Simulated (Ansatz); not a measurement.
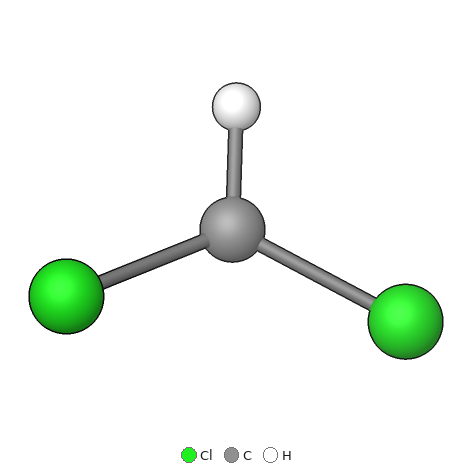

The picture shows a molecular structure as a ball-and-stick model. Every bond is drawn as one stick, whatever its order.

The species is neutral and a spin doublet. The computed structure is the end point of a PBE0-D4/def2-TZVP optimisation. No frequency run is at hand to confirm it as a minimum.

Identify the structure.

The molecule is CHCl₂. Its SMILES string is `Cl[CH]Cl`. Among its groups: C–Cl bond. This geometry has Cs symmetry. It is an open-shell species.

More results for the same structure follow; atom numbers are the same in all pictures, views and colours differ.

## Charges

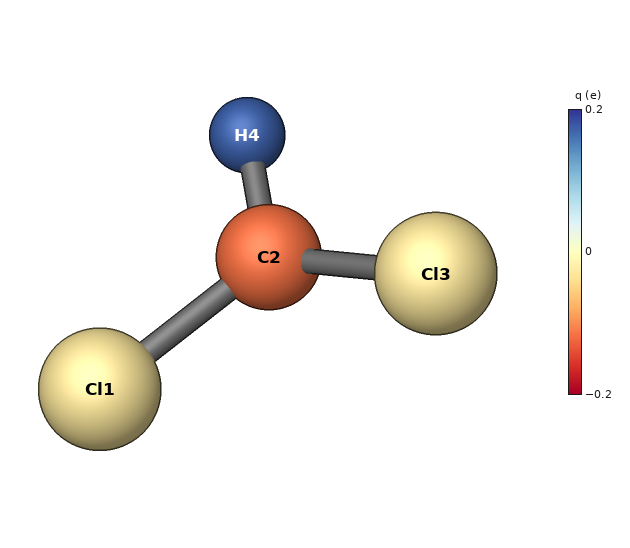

Atoms are coloured by their Mulliken charges. No frequency run is at hand to confirm it as a minimum. Method: UKS PBE0-D4/def2-TZVP (Ansatz 0.2.0).

List the Mulliken charges.

```csv
atom,value (e)
Cl1,−0.03
C2,−0.12
Cl3,−0.03
H4,0.17
```

## Dipole moment

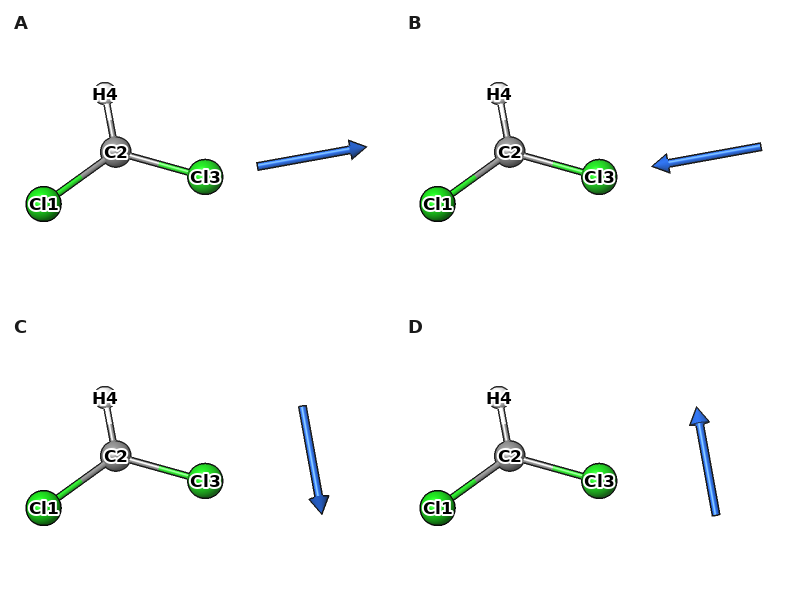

The same molecule four times, each with an arrow. No frequency run is at hand to confirm it as a minimum. Level of theory: UKS PBE0-D4/def2-TZVP (Ansatz 0.2.0).

Question: Which arrow points along the dipole moment, from the negative to the positive end?

Answer: D. The dipole moment is 0.90 D; it points from the side of Cl1, Cl3 to the side of H4 (the outermost atoms at the two ends).

## Electronic properties

No frequency run is at hand to confirm it as a minimum. Properties computed with UKS PBE0-D4/def2-TZVPP (Ansatz 0.2.0).

What does the calculation give?

- HOMO energy (Kohn–Sham orbital): −6.27 eV
- ⟨S²⟩ of the determinant: 0.756

Mulliken values depend strongly on the basis set and can even reverse the polarity of a bond.
